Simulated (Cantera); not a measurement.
A closed system holds: 1 mol Si, 1.2 mol HCl, 0.85 mol H2, held at 11.0 bar.

Cantera equilibrium calculation (NASA polynomials, part measured and part estimated; ideal gas, pure solids and liquids). Candidate condensed phases: Si; 19 gas species. The tables' values for SiCl3 are old estimates; treat these amounts as uncertain. Kinetics and transport are ignored.

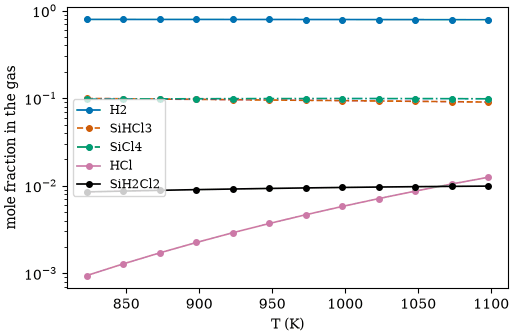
*Equilibrium gas composition (values under 1e-9 drawn at 1e-9)*

From 823 K to 1098 K the condensed part is Si(s). The main Si-bearing gas is SiHCl3 at 823 K and SiCl4 at 1098 K.
